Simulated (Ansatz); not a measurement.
# SiH2Cl− (SMILES [SiH2-]Cl): levels of theory compared

Wanted: a comparison of 5 runs (HF/STO-3G, UHF/STO-3G, r2SCAN0/STO-3G, wB97X/STO-3G, UMP2/STO-3G) of SiH2Cl−. 

The calculation is run with Ansatz 0.2.0.

1 further run of the same task is left out (set aside as unsound or not needed).

### 1 The molecule

SiH2Cl−: 4 atoms, total charge -1, spin state singlet. As SMILES, `[SiH2-]Cl`. The H4–Si1 distance was set to 1.866 Å, away from the relaxed value.

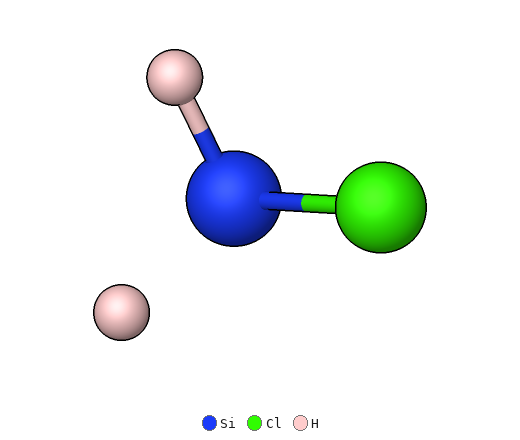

Viewed from a chosen angle; silicon blue, chlorine green, hydrogen pink.

### 2 A single-point energy at HF/STO-3G (run 1)

Contents of in.yaml:

```yaml
crystal:
  periodic: [false, false, false]
  atoms:
    - {symbol: Si, position_ang: [-0.556577, 0.371824, 0.615881]}
    - {symbol: Cl, position_ang: [1.603423, -0.181886, 1.136491]}
    - {symbol: H, position_ang: [-1.039757, -1.036986, 0.527341]}
    - {symbol: H, position_ang: [-0.213160, 0.668840, -1.193830]}
basis:
  gaussian:
    orbitals: STO-3G
total_charge: -1
magnetization:
  spin_polarized: false
hamiltonian:
  xc: hf
accuracy: high
```

On the command line:

```sh
$ ansatz run in.yaml --threads 1 --pin off --max-ram 2610MiB --events-out events.jsonl --progress --plain --runs-dir runs
```

What it wrote:

```text
Warning: RAYON_NUM_THREADS=1 ignored (pool sized by the plan → 1); use --threads N
Functional definition: HF
  name "HF"
  exchange = exact_x
  correlation = 0
338 factors; integrals over basis functions are off by at most 9.7e-9 eV
mean field evaluation 1: about -20168.1362 eV, gradient 1.1e1 eV
mean field evaluation 2: about -20168.1787 eV, gradient 1.0e1 eV
mean field evaluation 4: about -20168.8997 eV, gradient 6.2e-1 eV
mean field evaluation 8: about -20168.9019 eV, gradient 5.8e-6 eV
mean field -20168.90188010 eV, -741.1934731211 hartree, gradient 9.8e-9 eV, S^2 0.000000; 0 other end points of the search recorded, 0 dependent functions left out
reference -20168.90188010 eV, -741.1934731211 hartree; 17, 17 occupied and 3, 3 virtual orbitals, 338 factors
Total energy: -20168.90188010 eV, -741.1934731211 hartree
```

Run time: 0.12 s. Hardware: 1 thread of Arm Neoverse V1, shared host.

### 3 The energy at UHF/STO-3G (run 2)

Contents of input.yaml:

```yaml
crystal:
  periodic: [false, false, false]
  atoms:
    - {symbol: Si, position_ang: [-0.556577, 0.371824, 0.615881]}
    - {symbol: Cl, position_ang: [1.603423, -0.181886, 1.136491]}
    - {symbol: H, position_ang: [-1.039757, -1.036986, 0.527341]}
    - {symbol: H, position_ang: [-0.213160, 0.668840, -1.193830]}
basis:
  gaussian:
    orbitals: STO-3G
total_charge: -1
magnetization:
  spin_polarized: true
hamiltonian:
  xc: hf
accuracy: high
```

On the command line:

```sh
$ ansatz run input.yaml --threads 1 --pin off --max-ram 2610MiB --events-out events.jsonl --progress --plain --runs-dir runs
```

What it wrote:

```text
Warning: RAYON_NUM_THREADS=1 ignored (pool sized by the plan → 1); use --threads N
[... 4 set-up lines as earlier in the session ...]
338 factors; integrals over basis functions are off by at most 9.7e-9 eV
mean field evaluation 1: about -20168.1362 eV, gradient 7.5e0 eV
mean field evaluation 2: about -20168.1787 eV, gradient 7.4e0 eV
mean field evaluation 4: about -20168.8997 eV, gradient 4.4e-1 eV
mean field evaluation 8: about -20168.9019 eV, gradient 5.4e-6 eV
mean field -20168.90188010 eV, -741.1934731211 hartree, gradient 2.8e-8 eV, S^2 0.000000; 0 other end points of the search recorded, 0 dependent functions left out
reference -20168.90188010 eV, -741.1934731211 hartree; 17, 17 occupied and 3, 3 virtual orbitals, 338 factors
Total energy: -20168.90188010 eV, -741.1934731211 hartree
```

Wall time 0.14 s (1 thread of Arm Neoverse V1, shared host).

Run 3 isn't shown in full; the table further down has it.

### 4 The energy at wB97X/STO-3G (run 4)

Changes to input.yaml since step 3:

```diff
@@ -11,6 +11,4 @@
 total_charge: -1
-magnetization:
-  spin_polarized: true
 hamiltonian:
-  xc: hf
+  xc: {name: wB97X}
 accuracy: high
```

On the command line:

```sh
$ ansatz run input.yaml --threads 1 --pin off --max-ram 2610MiB --events-out events.jsonl --progress --plain --runs-dir runs
```

What it wrote, cut to the lines that bear on the results:

```text
Warning: RAYON_NUM_THREADS=1 ignored (pool sized by the plan → 1); use --threads N
Functional definition: wB97X
  name "wB97X"
[...]
      + exact_x_lr(omega)
[...]
      + integral(e_c_pw_opposite_spin*poly(b97_u_opposite, 1, cos1, cos2, cos3, cos4))
338 factors; integrals over basis functions are off by at most 9.7e-9 eV
136 factors; integrals over basis functions are off by at most 9.4e-10 eV
[...]
mean field -20201.65108174 eV, -742.3969840829 hartree, gradient 3.8e-8 eV, S^2 0.000000; 0 other end points of the search recorded, 0 dependent functions left out
reference -20201.65108019 eV, -742.3969840262 hartree; 17, 17 occupied and 3, 3 virtual orbitals, 338 factors
Total energy: -20201.65108019 eV, -742.3969840262 hartree
```

It took 4.5 s on 1 thread of Arm Neoverse V1, shared host; peak memory 0.22 GiB.

### 5 The energy at UMP2/STO-3G (run 5)

Contents of molecule.yaml:

```yaml
crystal:
  periodic: [false, false, false]
  atoms:
    - symbol: Si
      position_ang: [-0.556577, 0.371824, 0.615881]
    - symbol: Cl
      position_ang: [1.603423, -0.181886, 1.136491]
    - symbol: H
      position_ang: [-1.039757, -1.036986, 0.527341]
    - symbol: H
      position_ang: [-0.213160, 0.668840, -1.193830]
basis:
  gaussian:
    orbitals: STO-3G
total_charge: -1
magnetization:
  spin_polarized: true
correlation:
  method: mp2
  frozen_orbitals: {Cl: 5, H: 0, Si: 5}
accuracy: high
```

On the command line:

```sh
$ ansatz run molecule.yaml --threads 1 --pin off --max-ram 2610MiB --events-out events.jsonl --progress --plain --runs-dir runs
```

What it wrote:

```text
Warning: RAYON_NUM_THREADS=1 ignored (pool sized by the plan → 1); use --threads N
[... 4 set-up lines as earlier in the session ...]
338 factors; integrals over basis functions are off by at most 9.7e-9 eV
mean field evaluation 1: about -20168.1362 eV, gradient 7.5e0 eV
mean field evaluation 2: about -20168.1787 eV, gradient 7.4e0 eV
mean field evaluation 4: about -20168.8997 eV, gradient 4.4e-1 eV
mean field evaluation 8: about -20168.9019 eV, gradient 5.4e-6 eV
mean field -20168.90188010 eV, -741.1934731211 hartree, gradient 2.8e-8 eV, S^2 0.000000; 0 other end points of the search recorded, 0 dependent functions left out
10 core orbitals not correlated: weight in the atoms' cores, before any rotation towards them, 1.000 or more for the frozen orbitals, at most 0.000 for the correlated occupied ones
reference -20168.90188010 eV, -741.1934731211 hartree; 7, 7 occupied and 3, 3 virtual orbitals, 338 factors
second order -1.11930255 eV of doubles, -0.00000000 eV of singles
Total energy: -20170.02118265 eV, -741.2346067311 hartree
```

Wall time 0.15 s (1 thread of Arm Neoverse V1, shared host).

### 6 All runs side by side

```csv
run,level,frozen core orbitals,energy (Eh),wall time
1,HF/STO-3G,–,-741.193473,0.12 s
2,UHF/STO-3G,–,-741.193473,0.14 s
3,r2SCAN0/STO-3G,–,-742.385895,2.4 s
4,wB97X/STO-3G,–,-742.396984,4.5 s
5,UMP2/STO-3G,10,-741.234607,0.15 s
```

### 7 Outcome

| quantity | value |
| --- | --- |
| run 5: total energy | -741.23461 Eh |
| run 5: correlation energy (10 core orbitals frozen) | -41.1 mEh |

What this shows: Totals of different functionals can't be ranked against each other. In runs 1, 2, 3, 4, 5 the basis is minimal, so the values are rough. All runs together took 7.3 s, the longest 4.5 s.
